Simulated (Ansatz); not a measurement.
**Nudged elastic band, with input and output: C3H9B (part 1 of 2)**

The run: nudged elastic band of C3H9B. Method and program: RKS revPBE/def2-SVP (Ansatz 0.2.0).

It belongs to a series of runs on one base structure; here: band between the two ends. Figures and captions count atoms from 1; the log counts them from 0 in places.

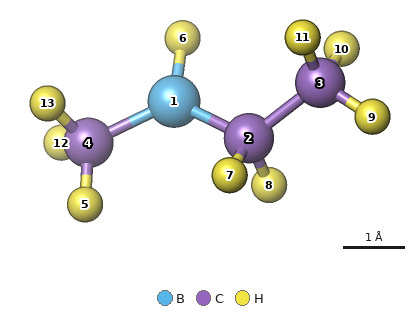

*The structure as given in the input (ball-and-stick view, seen at a tilt; atoms are numbered from 1 in the order of the input).*

**Input file**
```yaml
crystal:
  periodic: [false, false, false]
  atoms:
    - { symbol: B, position_ang: [-0.243528, 0.755242, 0.150343] }
    - { symbol: C, position_ang: [0.414498, -0.672369, 0.023777] }
    - { symbol: C, position_ang: [-0.273919, -1.873765, 0.697728] }
    - { symbol: C, position_ang: [0.0889, 1.954096, -0.818265] }
    - { symbol: H, position_ang: [0.924333, 1.787066, -1.52885] }
    - { symbol: H, position_ang: [-1.035327, 0.963685, 1.065191] }
    - { symbol: H, position_ang: [0.691734, -0.898319, -1.031469] }
    - { symbol: H, position_ang: [1.411045, -0.486556, 0.510932] }
    - { symbol: H, position_ang: [0.344067, -2.795391, 0.654668] }
    - { symbol: H, position_ang: [-0.494665, -1.668149, 1.765814] }
    - { symbol: H, position_ang: [-1.242772, -2.107864, 0.208169] }
    - { symbol: H, position_ang: [0.249102, 2.910133, -0.273374] }
    - { symbol: H, position_ang: [-0.833466, 2.132191, -1.424664] }
basis:
  gaussian: { orbitals: def2-SVP }
hamiltonian:
  xc: revpbe
neb:
  order_check: false
  images: 5
  f_tol: 0.05
  max_iterations: 60
  final_atoms:
    - { symbol: B, position_ang: [-0.65550208, 2.75696826, 0.48280877] }
    - { symbol: C, position_ang: [0.80999136, -1.33795379, -0.08561544] }
    - { symbol: C, position_ang: [-0.08891775, -2.45349462, 0.46328296] }
    - { symbol: C, position_ang: [-0.52191454, 3.21612815, -0.82847613] }
    - { symbol: H, position_ang: [0.21499318, -0.53150878, -0.56366087] }
    - { symbol: H, position_ang: [-0.77101152, 2.36990139, 1.6082325] }
    - { symbol: H, position_ang: [1.51814843, -1.7212344, -0.85006716] }
    - { symbol: H, position_ang: [1.41723687, -0.86933461, 0.71737996] }
    - { symbol: H, position_ang: [0.50489909, -3.26139977, 0.93946254] }
    - { symbol: H, position_ang: [-0.79610437, -2.07060625, 1.22849442] }
    - { symbol: H, position_ang: [-0.69613593, -2.92144152, -0.33937065] }
    - { symbol: H, position_ang: [0.23953973, 2.8221565, -1.52415824] }
    - { symbol: H, position_ang: [-1.17522047, 4.00181945, -1.24831265] }
  initial_path:
    images:
      - { positions_ang: [[-0.243528, 0.755242, 0.150343], [0.414498, -0.672369, 0.023777], [-0.273919, -1.873765, 0.697728], [0.0889, 1.954096, -0.818265], [0.924333, 1.787066, -1.52885], [-1.035327, 0.963685, 1.065191], [0.691734, -0.898319, -1.031469], [1.411045, -0.486556, 0.510932], [0.344067, -2.795391, 0.654668], [-0.494665, -1.668149, 1.765814], [-1.242772, -2.107864, 0.208169], [0.249102, 2.910133, -0.273374], [-0.833466, 2.132191, -1.424664]] }
      - { positions_ang: [[-0.19110274, 0.89710779, 0.2698892], [0.51308056, -0.59982009, 0.06913325], [-0.26344047, -1.79401637, 0.5846353], [-0.02157599, 1.89914946, -0.81135222], [0.55108196, 1.3332064, -1.17354863], [-0.90713152, 1.08090118, 1.2151056], [0.87314669, -0.77790118, -0.95250918], [1.43502405, -0.49434611, 0.65067076], [0.32924044, -2.72398643, 0.5598389], [-0.58660545, -1.6254966, 1.61247083], [-1.1574961, -1.96754023, -0.00632652], [0.28824171, 2.47859596, -0.74096048], [-0.86246117, 2.29414623, -1.27704682]] }
      - { positions_ang: [[-0.13867747, 1.03897358, 0.3894354], [0.61166313, -0.52727118, 0.11448951], [-0.25296194, -1.71426775, 0.47154259], [-0.13205197, 1.84420291, -0.80443944], [0.17783093, 0.8793468, -0.81824726], [-0.77893604, 1.19811736, 1.3650202], [1.05455938, -0.65748336, -0.87354936], [1.4590031, -0.50213623, 0.79040953], [0.31441389, -2.65258187, 0.46500981], [-0.67854589, -1.5828442, 1.45912766], [-1.07222019, -1.82721646, -0.22082204], [0.32738143, 2.04705893, -1.20854696], [-0.89145634, 2.45610146, -1.12942964]] }
      - { positions_ang: [[-0.08625221, 1.18083937, 0.50898159], [0.71024569, -0.45472226, 0.15984576], [-0.24248341, -1.63451912, 0.35844989], [-0.24252796, 1.78925637, -0.79752665], [-0.19542011, 0.4254872, -0.46294589], [-0.65074056, 1.31533353, 1.51493479], [1.23597207, -0.53706554, -0.79458954], [1.48298215, -0.50992634, 0.93014829], [0.29958733, -2.5811773, 0.37018071], [-0.77048634, -1.5401918, 1.3057845], [-0.98694429, -1.68689269, -0.43531755], [0.36652114, 1.61552189, -1.67613345], [-0.92045151, 2.61805669, -0.98181246]] }
      - { positions_ang: [[-0.27600217, 1.70621567, 0.50025732], [0.74349425, -0.74913277, 0.07802536], [-0.19129486, -1.90751095, 0.39339424], [-0.33565682, 2.26488029, -0.80784314], [-0.05861568, 0.10648854, -0.49651755], [-0.69083088, 1.66685615, 1.54603403], [1.33003086, -0.93178849, -0.81308208], [1.46106706, -0.6297291, 0.85922551], [0.36802458, -2.80791813, 0.55994132], [-0.77902568, -1.71699662, 1.28002114], [-0.89000817, -2.09840897, -0.40333525], [0.324194, 2.01773343, -1.62547504], [-1.0053745, 3.07931094, -1.07064585]] }
      - { positions_ang: [[-0.46575212, 2.23159196, 0.49153304], [0.7767428, -1.04354328, -0.00379504], [-0.1401063, -2.18050278, 0.4283386], [-0.42878568, 2.74050422, -0.81815964], [0.07818875, -0.21251012, -0.53008921], [-0.7309212, 2.01837877, 1.57713326], [1.42408965, -1.32651144, -0.83157462], [1.43915196, -0.74953185, 0.78830274], [0.43646184, -3.03465895, 0.74970193], [-0.78756503, -1.89380143, 1.25425778], [-0.79307205, -2.50992524, -0.37135295], [0.28186687, 2.41994496, -1.57481664], [-1.09029748, 3.5405652, -1.15947925]] }
      - { positions_ang: [[-0.65550208, 2.75696826, 0.48280877], [0.80999136, -1.33795379, -0.08561544], [-0.08891775, -2.45349462, 0.46328296], [-0.52191454, 3.21612815, -0.82847613], [0.21499318, -0.53150878, -0.56366087], [-0.77101152, 2.36990139, 1.6082325], [1.51814843, -1.7212344, -0.85006716], [1.41723687, -0.86933461, 0.71737996], [0.50489909, -3.26139977, 0.93946254], [-0.79610437, -2.07060625, 1.22849442], [-0.69613593, -2.92144152, -0.33937065], [0.23953973, 2.8221565, -1.52415824], [-1.17522047, 4.00181945, -1.24831265]] }
```

Hardware: 2 threads of Intel Xeon (Sapphire Rapids), 16 GiB of memory available, shared host.

Launch command:
```bash
ansatz run input.yaml --threads 2 --pin off --max-ram 3072MiB --backend cpu --events-out ev --progress --plain --runs-dir out
```

**What the program printed**
```
Engine: ansatz 0.2.0, x86_64-unknown-linux-gnu
Functional definition: revPBE
  parameter kappa = 1.245
  parameter beta = 0.06672455060314922
  exchange = pbe_x(kappa = kappa, mu = beta*pi^2/3)
  correlation = pbe_c(beta = beta)
1150 factors; their error is unknown
mean field evaluation 1: about -3917.6482 eV, gradient 6.9e1 eV
mean field evaluation 2: about -3902.8317 eV, gradient 9.7e1 eV
mean field evaluation 4: about -3930.0741 eV, gradient 4.5e0 eV
mean field evaluation 8: about -3930.1282 eV, gradient 5.7e-2 eV
mean field evaluation 16: about -3930.0854 eV, gradient 1.1e-4 eV
mean field -3930.08540923 eV, -144.4279748818 hartree, gradient 1.7e-5 eV, S^2 0.000000; 0 other end points of the search recorded, 0 dependent functions left out
the calculation of the forces begins
reference -3930.08545258 eV, -144.4279764747 hartree; 16, 16 occupied and 85, 85 virtual orbitals, 1150 factors
1150 factors; their error is unknown
mean field evaluation 32: about -3928.1049 eV, gradient 1.9e-3 eV
mean field -3928.10490288 eV, -144.3551926156 hartree, gradient 1.6e-5 eV, S^2 0.000000; 0 other end points of the search recorded, 0 dependent functions left out
[... from here on the field's lines of each further geometry are left out, up to the last ...]
NEB iter   1: max|band force component| = 4.920e1 eV/Å  barrier→ = 13.4114 eV  barrier← = 11.4309 eV  Δτ_max = 0.2000 Å  (194 SCF iters)
NEB iter   2: max|band force component| = 1.358e1 eV/Å  barrier→ = 4.1535 eV  barrier← = 2.1730 eV  Δτ_max = 0.1965 Å  (160 SCF iters)
NEB iter   3: max|band force component| = 6.957e0 eV/Å  barrier→ = 2.4562 eV  barrier← = 0.4756 eV  Δτ_max = 0.1989 Å  (140 SCF iters)
NEB iter   4: max|band force component| = 2.720e0 eV/Å  barrier→ = 2.3171 eV  barrier← = 0.3366 eV  Δτ_max = 0.2000 Å  (136 SCF iters)
NEB iter   5: max|band force component| = 1.144e1 eV/Å  barrier→ = 3.7807 eV  barrier← = 1.8002 eV  Δτ_max = 0.1031 Å  (154 SCF iters)
NEB iter   6: max|band force component| = 1.731e0 eV/Å  barrier→ = 2.2339 eV  barrier← = 0.2534 eV  Δτ_max = 0.1995 Å  (143 SCF iters)
NEB iter   7: max|band force component| = 1.089e0 eV/Å  barrier→ = 2.1252 eV  barrier← = 0.1447 eV  Δτ_max = 0.2000 Å  (141 SCF iters)
NEB iter   8: max|band force component| = 6.630e-1 eV/Å  barrier→ = 2.1159 eV  barrier← = 0.1354 eV  Δτ_max = 0.1990 Å  (140 SCF iters)
NEB iter   9: max|band force component| = 8.939e-1 eV/Å  barrier→ = 2.2237 eV  barrier← = 0.2432 eV  Δτ_max = 0.1017 Å  (147 SCF iters)
NEB iter  10: max|band force component| = 1.592e0 eV/Å  barrier→ = 2.1675 eV  barrier← = 0.1870 eV  Δτ_max = 0.0505 Å  (142 SCF iters)
NEB iter  11: max|band force component| = 2.852e-1 eV/Å  barrier→ = 2.1026 eV  barrier← = 0.1221 eV  CI = image 4  Δτ_max = 0.1016 Å  (145 SCF iters)
NEB iter  12: max|band force component| = 3.615e-1 eV/Å  barrier→ = 2.1451 eV  barrier← = 0.1646 eV  CI = image 4  Δτ_max = 0.0505 Å  (141 SCF iters)
NEB iter  13: max|band force component| = 3.878e-1 eV/Å  barrier→ = 2.1533 eV  barrier← = 0.1728 eV  CI = image 4  Δτ_max = 0.1001 Å  (142 SCF iters)
NEB iter  14: max|band force component| = 4.491e-1 eV/Å  barrier→ = 2.1487 eV  barrier← = 0.1682 eV  CI = image 4  Δτ_max = 0.0500 Å  (140 SCF iters)
NEB iter  15: max|band force component| = 2.687e-1 eV/Å  barrier→ = 2.1318 eV  barrier← = 0.1513 eV  CI = image 4  Δτ_max = 0.0503 Å  (143 SCF iters)
NEB iter  16: max|band force component| = 2.469e-1 eV/Å  barrier→ = 2.1329 eV  barrier← = 0.1524 eV  CI = image 4  Δτ_max = 0.0502 Å  (142 SCF iters)
NEB iter  17: max|band force component| = 2.841e-1 eV/Å  barrier→ = 2.1385 eV  barrier← = 0.1580 eV  CI = image 4  Δτ_max = 0.0250 Å  (141 SCF iters)
NEB iter  18: max|band force component| = 2.229e-1 eV/Å  barrier→ = 2.1379 eV  barrier← = 0.1574 eV  CI = image 4  Δτ_max = 0.0500 Å  (138 SCF iters)
NEB iter  19: max|band force component| = 1.966e-1 eV/Å  barrier→ = 2.1389 eV  barrier← = 0.1584 eV  CI = image 4  Δτ_max = 0.1000 Å  (135 SCF iters)
NEB iter  20: max|band force component| = 2.905e-1 eV/Å  barrier→ = 2.1538 eV  barrier← = 0.1733 eV  CI = image 4  Δτ_max = 0.1004 Å  (139 SCF iters)
NEB iter  21: max|band force component| = 2.683e-1 eV/Å  barrier→ = 2.1644 eV  barrier← = 0.1838 eV  CI = image 4  Δτ_max = 0.1002 Å  (141 SCF iters)
NEB iter  22: max|band force component| = 3.952e-1 eV/Å  barrier→ = 2.1941 eV  barrier← = 0.2136 eV  CI = image 4  Δτ_max = 0.0502 Å  (138 SCF iters)
NEB iter  23: max|band force component| = 3.719e-1 eV/Å  barrier→ = 2.2083 eV  barrier← = 0.2278 eV  CI = image 4  Δτ_max = 0.0500 Å  (137 SCF iters)
NEB iter  24: max|band force component| = 1.175e0 eV/Å  barrier→ = 2.2180 eV  barrier← = 0.2375 eV  CI = image 4  Δτ_max = 0.0250 Å  (143 SCF iters)
NEB iter  25: max|band force component| = 4.013e-1 eV/Å  barrier→ = 2.2214 eV  barrier← = 0.2409 eV  CI = image 4  Δτ_max = 0.0500 Å  (138 SCF iters)
NEB iter  26: max|band force component| = 4.673e-1 eV/Å  barrier→ = 2.2417 eV  barrier← = 0.2612 eV  CI = image 4  Δτ_max = 0.0980 Å  (143 SCF iters)
NEB iter  27: max|band force component| = 9.220e-1 eV/Å  barrier→ = 2.2789 eV  barrier← = 0.2984 eV  CI = image 4  Δτ_max = 0.0501 Å  (142 SCF iters)
NEB iter  28: max|band force component| = 7.050e-1 eV/Å  barrier→ = 2.3084 eV  barrier← = 0.3279 eV  CI = image 4  Δτ_max = 0.1003 Å  (145 SCF iters)
NEB iter  29: max|band force component| = 7.945e-1 eV/Å  barrier→ = 2.3400 eV  barrier← = 0.3595 eV  CI = image 4  Δτ_max = 0.1984 Å  (143 SCF iters)
NEB iter  30: max|band force component| = 6.431e-1 eV/Å  barrier→ = 2.5334 eV  barrier← = 0.5529 eV  CI = image 4  Δτ_max = 0.2000 Å  (147 SCF iters)
NEB iter  31: max|band force component| = 7.945e-1 eV/Å  barrier→ = 2.4392 eV  barrier← = 0.4587 eV  CI = image 4  Δτ_max = 0.0985 Å  (148 SCF iters)
NEB iter  32: max|band force component| = 1.053e0 eV/Å  barrier→ = 2.4529 eV  barrier← = 0.4724 eV  CI = image 4  Δτ_max = 0.0498 Å  (135 SCF iters)
NEB iter  33: max|band force component| = 2.839e-1 eV/Å  barrier→ = 2.4437 eV  barrier← = 0.4632 eV  CI = image 4  Δτ_max = 0.0949 Å  (135 SCF iters)
NEB iter  34: max|band force component| = 2.852e-1 eV/Å  barrier→ = 2.4361 eV  barrier← = 0.4556 eV  CI = image 4  Δτ_max = 0.0388 Å  (128 SCF iters)
NEB iter  35: max|band force component| = 1.026e-1 eV/Å  barrier→ = 2.4341 eV  barrier← = 0.4536 eV  CI = image 4  Δτ_max = 0.0480 Å  (138 SCF iters)
```
